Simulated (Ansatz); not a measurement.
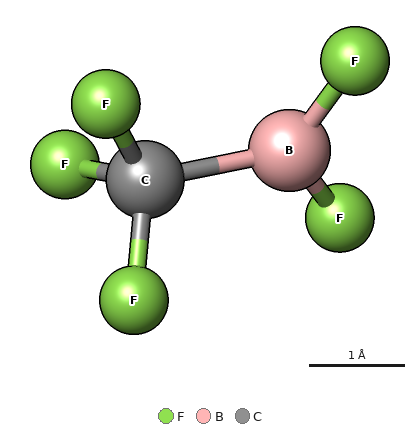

Figure 1. The structure (ball-and-stick view, seen at a tilt). Bond lengths as drawn: B–C 1.62 Å, B–F 1.30 to 1.31 Å and C–F 1.34 Å.

## Single-point calculation, with input and output: CBF5

System: CBF5.
Method: RKS PBE0-D4/def2-TZVPP (Ansatz 0.2.0).

The geometry comes from this level: PBE0-D4/def2-TZVP.

## Log
```
Functional definition: PBE0
  name "PBE0"
  cite "Adamo & Barone, J. Chem. Phys. 110, 6158 (1999) doi:10.1063/1.478522"
  cite "Perdew, Burke & Ernzerhof, Phys. Rev. Lett. 77, 3865 (1996) doi:10.1103/PhysRevLett.77.3865"
  parent pbe
  parameter a = 0.25
  parameter kappa = 0.804
  parameter beta = 0.06672455060314922
  exchange = (1 - a)*pbe_x(kappa = kappa, mu = beta*pi^2/3) + a*exact_x
  correlation = pbe_c(beta = beta)
1129 factors; their error is unknown
mean field evaluation 1: about -15289.6844 eV, gradient 4.9e1 eV
mean field evaluation 2: about -15286.7501 eV, gradient 6.9e1 eV
mean field evaluation 4: about -15292.6481 eV, gradient 1.0e0 eV
mean field evaluation 8: about -15292.7009 eV, gradient 3.3e-2 eV
mean field -15292.70089056 eV, -561.9963919632 hartree, gradient 2.6e-5 eV, S^2 0.000000; 0 other end points of the search recorded, 0 dependent functions left out
reference -15292.70091368 eV, -561.9963928129 hartree; 28, 28 occupied and 189, 189 virtual orbitals, 1129 factors
Total energy: -15292.80316152 eV, -562.0001503514 hartree
```

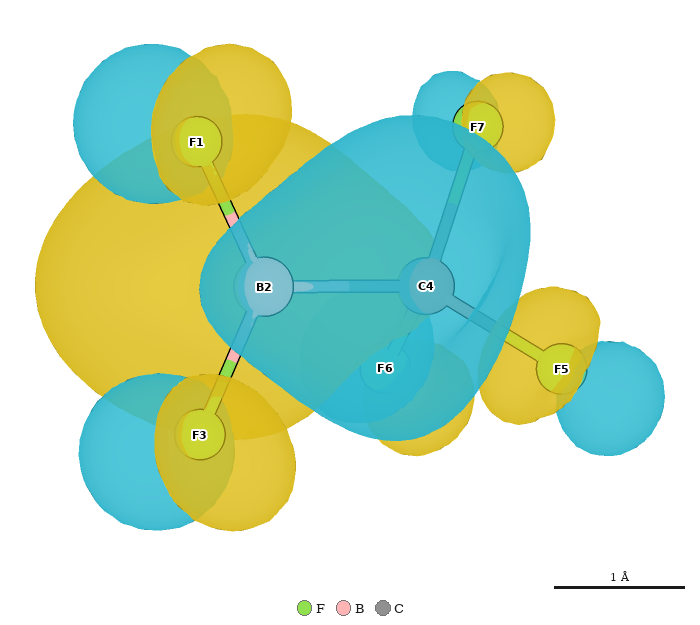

Figure 2. The LUMO at ±0.08 Å⁻³ᐟ² (yellow and cyan are the two phases), seen at an oblique angle. It lies mainly on B2 (50 %), C4 (15 %), F1 (10 %) and F3 (10 %). Its energy is −1.18 eV.

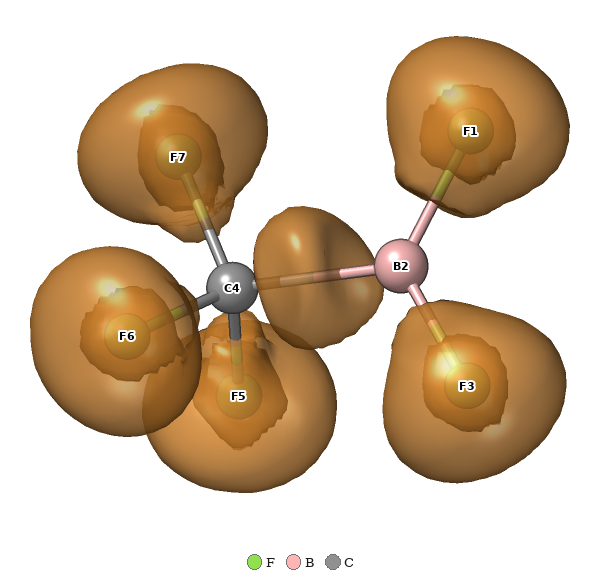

Figure 3. Isosurface of the ELF at 0.75 (orange), seen at a tilt. Core shells and regions of very low density are left out. Values along the shortest contacts: C–F (1.34 Å): the ELF peaks at about 0.85 between the atoms, which marks a shared but strongly polarised pair.

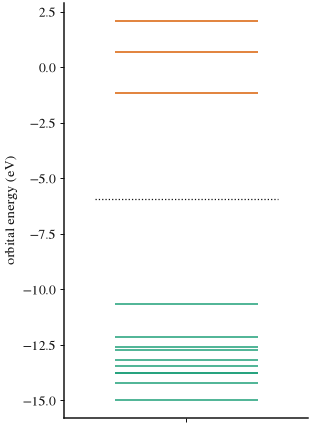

Figure 4. Orbital energies near the frontier; the dotted line parts filled from empty levels, and levels within 0.02 eV of each other stand side by side. Highest filled −10.66 eV, lowest empty −1.18 eV, 9.48 eV apart.

The run was set up as follows.

## The input
```yaml
crystal:
  periodic: [false, false, false]
  atoms:
    - {symbol: F, position_ang: [1.242809, -1.388940, 0.665705]}
    - {symbol: B, position_ang: [0.082445, -0.883454, 0.349006]}
    - {symbol: F, position_ang: [-1.007819, -1.581419, 0.518709]}
    - {symbol: C, position_ang: [-0.027619, 0.609792, -0.257007]}
    - {symbol: F, position_ang: [-0.594392, 0.585126, -1.473913]}
    - {symbol: F, position_ang: [-0.794251, 1.383072, 0.528469]}
    - {symbol: F, position_ang: [1.160127, 1.207822, -0.376769]}
basis:
  gaussian: {orbitals: def2-TZVPP}
hamiltonian: {xc: pbe0, dispersion: d4}
output: {orbitals: {seedname: orbitals}}
```

Launch command:
```bash
ansatz run in.yaml --threads 4 --pin off --events-out ev --progress --plain --max-ram 10444MiB
```

## Key numbers

```tsv
quantity	value
outcome	converged
total energy	−15292.8032 eV
mean-field energy	−15292.7009 eV
dispersion energy	−0.1022 eV
SCF solution under orbital rotations	stable
HOMO	−10.66 eV
LUMO	−1.18 eV
hardware	4 threads of Arm Neoverse V2, 23 GiB of memory available, shared host
wall time	1.9 s (CPU time 6.9 s)
peak memory	0.46 GiB
```
